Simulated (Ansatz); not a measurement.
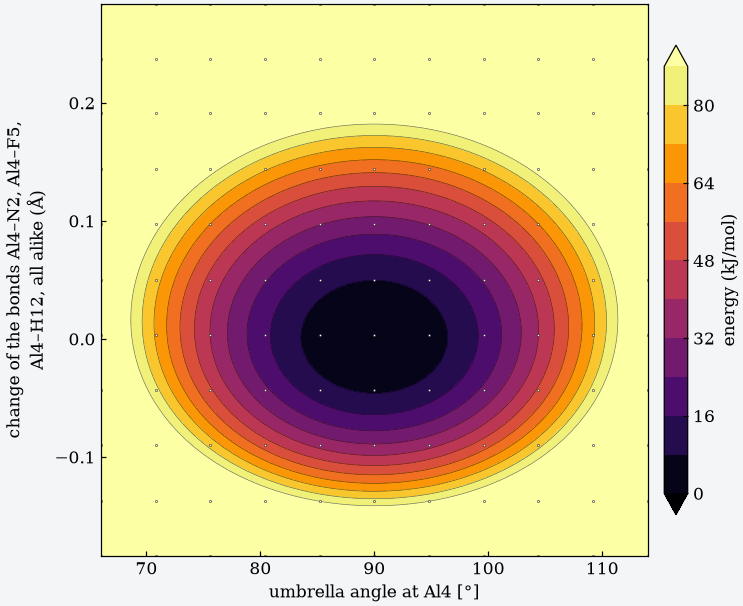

C₂H₇AlFN, SMILES C[N](C)[AlH][F]. First axis: umbrella angle at Al4 (between each of its bonds and their common axis; 90 is planar). Second axis: change of the bonds Al4–N2, Al4–F5, Al4–H12, all alike. Nothing is relaxed (all other coordinates rigid). Grid: 11 × 11 points. Points are written as (first, second). Energies are in kJ/mol, from the lowest grid point. The calculation used RKS PBE0-D4/def2-SVP in Ansatz.

Drawn: filled contours, dots at the grid points, one colour for all values above the top of the scale. Between grid points the surface is interpolated.

Question: Estimate the position of the minimum and the force constants in these coordinates.

Answer: The interpolated minimum is at the first coordinate ≈ 90.0°, the second coordinate ≈ 0.000 Å. The curvatures there are about 13 eV/rad² and 72 eV/Å², with a cross term of about 0 eV/(rad·Å). Round the minimum the two coordinates are nearly uncoupled. (1 eV is 96.5 kJ/mol.)
